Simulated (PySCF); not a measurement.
**C6H12Si2 (SMILES C1=C[C@H](C2CC2)[SiH2][SiH2]1): density, localisation and related maps**

```yaml
atoms:
  - { symbol: C, position_ang: [2.0681, -1.1454, -0.6974] }
  - { symbol: C, position_ang: [0.7861, -1.2814, -0.3757] }
  - { symbol: C, position_ang: [-0.0367, -0.2278, 0.3099] }
  - { symbol: C, position_ang: [-1.2394, 0.0976, -0.5496] }
  - { symbol: C, position_ang: [-2.4694, 0.6823, 0.0726] }
  - { symbol: C, position_ang: [-2.4917, -0.7222, -0.4531] }
  - { symbol: Si, position_ang: [1.0384, 1.3285, 0.6921] }
  - { symbol: Si, position_ang: [2.9514, 0.4601, -0.2557] }
  - { symbol: H, position_ang: [2.5742, -1.9591, -1.1995] }
  - { symbol: H, position_ang: [0.2434, -2.1902, -0.6221] }
  - { symbol: H, position_ang: [-0.4117, -0.6619, 1.2446] }
  - { symbol: H, position_ang: [-0.9711, 0.4611, -1.5358] }
  - { symbol: H, position_ang: [-3.0145, 1.4421, -0.4665] }
  - { symbol: H, position_ang: [-2.4733, 0.8235, 1.1431] }
  - { symbol: H, position_ang: [-3.0530, -0.9264, -1.3528] }
  - { symbol: H, position_ang: [-2.5193, -1.5298, 0.2638] }
  - { symbol: H, position_ang: [0.4090, 2.5010, 0.0748] }
  - { symbol: H, position_ang: [1.0133, 1.5712, 2.1410] }
  - { symbol: H, position_ang: [4.1007, 0.1906, 0.6186] }
  - { symbol: H, position_ang: [3.4903, 1.0969, -1.4653] }
```

Geometry: GFN2-xTB.

Theory: PBE0/pcSseg-1, SCF density, gas phase, non-relativistic (PySCF 2.14.0).

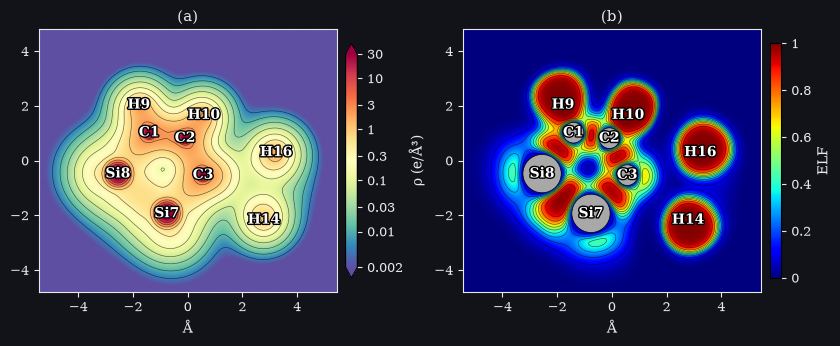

Figure 1. (a) total electron density; (b) electron localisation function on the plane of atoms C3, C2 and H10. Grey discs cover the atomic cores in the ELF map.

Read the bonding off the picture.

Answer. Atoms in the plane: C, Si and H. C–C (1.33 Å): the density is about 2.3 e/Å³ at the midpoint; the ELF peaks at about 0.95 between the atoms (a multiple bond). C–Si (1.88 Å): the density is about 0.92 e/Å³ at the midpoint; the ELF peaks at about 0.95 between the atoms; localised, covalent bonding. Si–Si (2.30 Å): ρ is about 0.66 e/Å³ halfway; the ELF peaks at about 1 between the atoms: a shared electron pair. C–H (1.08 Å): the density is about 2 e/Å³ at the midpoint; the ELF climbs to about 1 towards the hydrogen, as it does in any bond to H (a covalent bond by its length). C–C (1.50 Å): the density is about 1.7 e/Å³ at the midpoint; the ELF peaks at about 0.95 between the atoms; localised, covalent bonding.

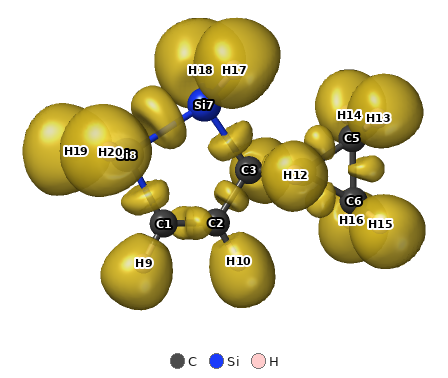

Figure 2. Isosurface of the ELF at 0.8 (yellow), seen across its widest extent. Only the valence region is drawn (cores and ρ < 0.01 e/Å³ removed).

Identify the bonds, lone pairs and shells in this picture.

Answer. The surface consists of six regions between bonded C–C atoms (shared pairs), two regions between bonded C–Si atoms (shared pairs), one region between bonded Si–Si atoms (shared pairs) and twelve regions around hydrogen nuclei.

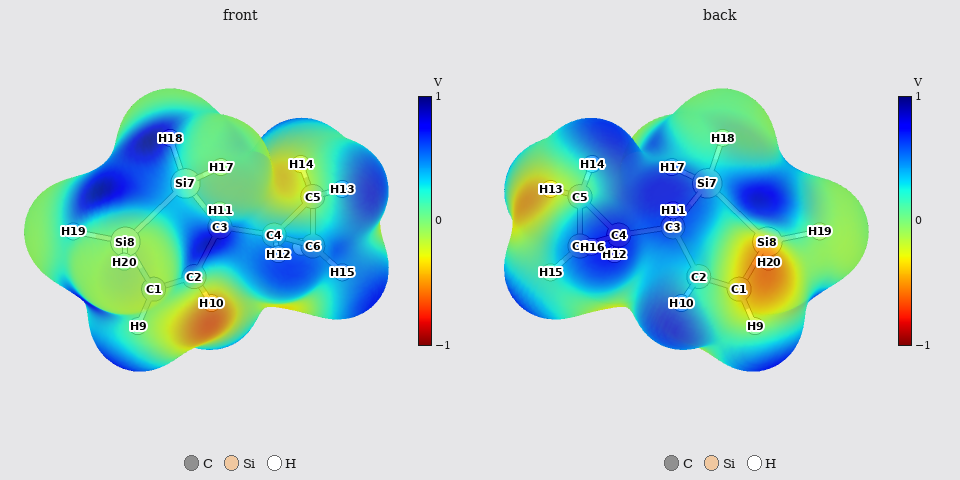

Figure 3. The electrostatic potential painted on the density surface at 0.002 e/bohr³, seen from the front and from behind; the colour scale runs from red (negative) to blue (positive).

Where is the surface potential most negative and most positive?

Answer. The most negative region (about −0.6 V) lies over the π face of C1 and C2, the most positive (about +0.9 V) over Si7 and Si8.

What dipole moment does the calculation give?

Answer. Its dipole moment is 0.85 D.
